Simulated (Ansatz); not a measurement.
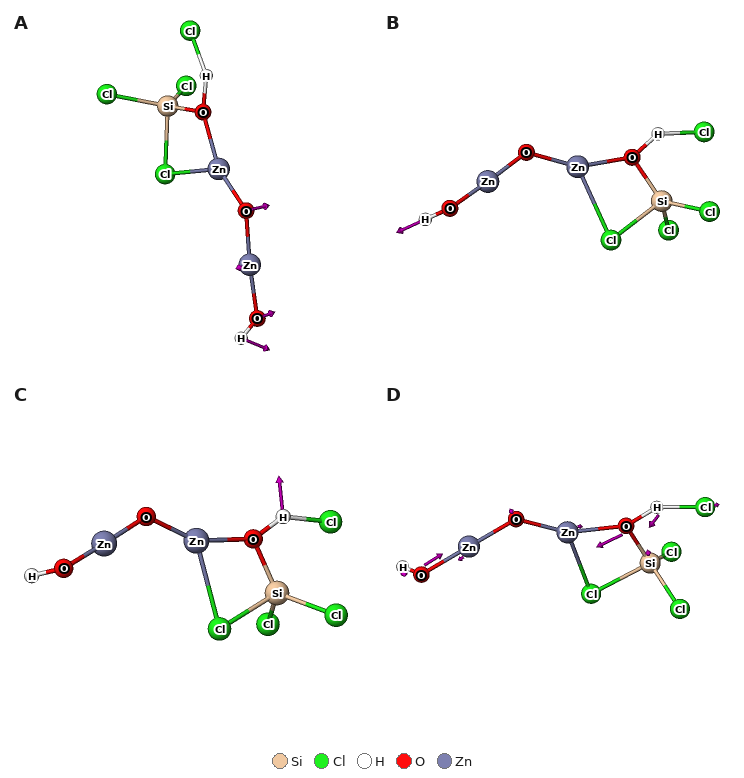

4 normal modes of one molecule or complex, as arrows. Harmonic vibrations computed with RKS PBE0-D4/def2-TZVP (Ansatz 0.2.0) at a stationary point of the same level. It is a saddle point of order 1.

Question: Match the panels to the wavenumbers 176 cm⁻¹, 705 cm⁻¹, 1544 cm⁻¹, 3903 cm⁻¹.

Answer: A: 176 cm⁻¹
B: 3903 cm⁻¹
C: 1544 cm⁻¹
D: 705 cm⁻¹
